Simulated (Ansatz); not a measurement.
# TaN: pressure series

Base system: TaN in the rock salt structure (space group Fm-3m, No. 225; a = 4.4170 Å).

Cell and atoms are relaxed at each pressure.

Level of theory: PBE (Ansatz, a quantum-chemistry and plane-wave program, PAW, scalar-relativistic without spin-orbit coupling).

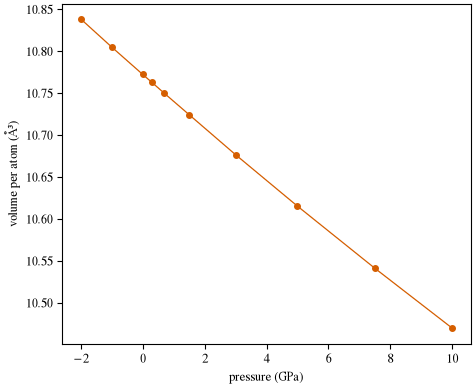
Fig. 1. Volume per atom against pressure

Task: From the plot, what is the volume per atom for pressure 1.5 GPa?

Result: About 10.72 Å³.

Task: Is the trend monotonic over the range shown?

Result: Yes, it falls throughout, spanning 10.47 Å³ to 10.84 Å³.

Load acts through the strain it causes; cell and atoms are relaxed under it. Whether these cells are dynamically stable was not tested. Competing high-pressure phases were not computed. The final runs are not spin-polarised. This is not the structure that TaN has at room temperature and ambient pressure.
